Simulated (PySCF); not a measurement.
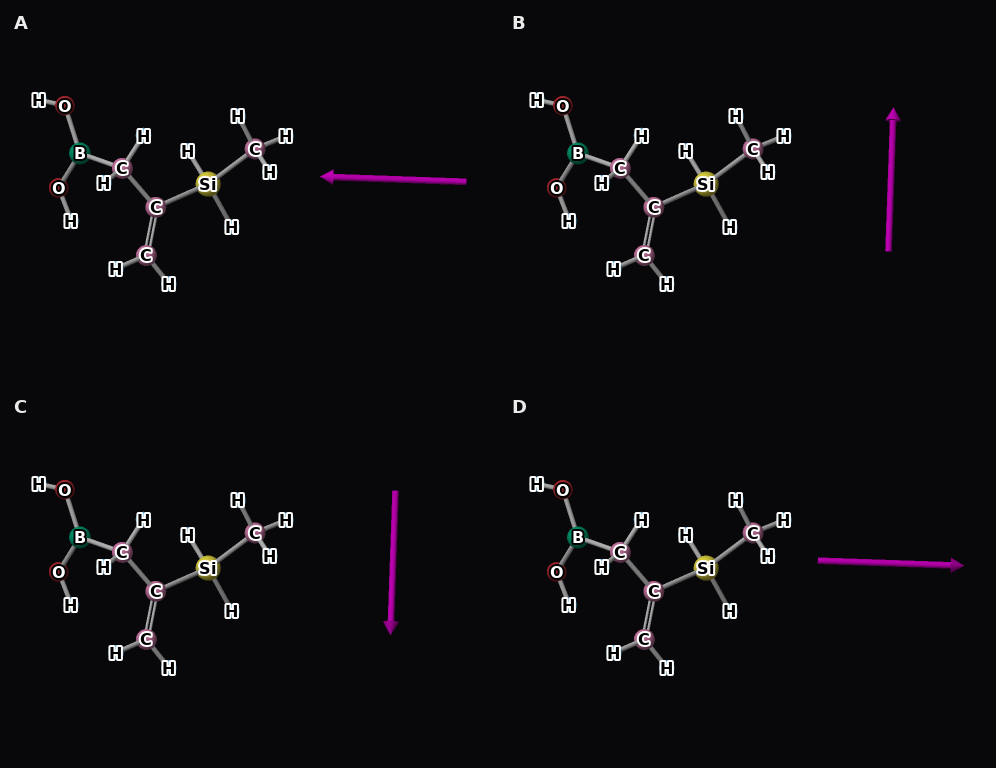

The same molecule four times, each with an arrow. The computed structure is the end point of a GFN2-xTB optimisation. No frequency run is at hand to confirm it as a minimum. Properties computed with PBE0/pcSseg-1, gas phase (PySCF 2.14.0).

**Which arrow points along the dipole moment, from the negative to the positive end?**

C. The dipole moment is 0.72 D.

The geometry is semi-empirical. Around B, Si such bond lengths and angles can be off by a tenth of an ångström or more and by several degrees, and values that hang on the shape move with them.
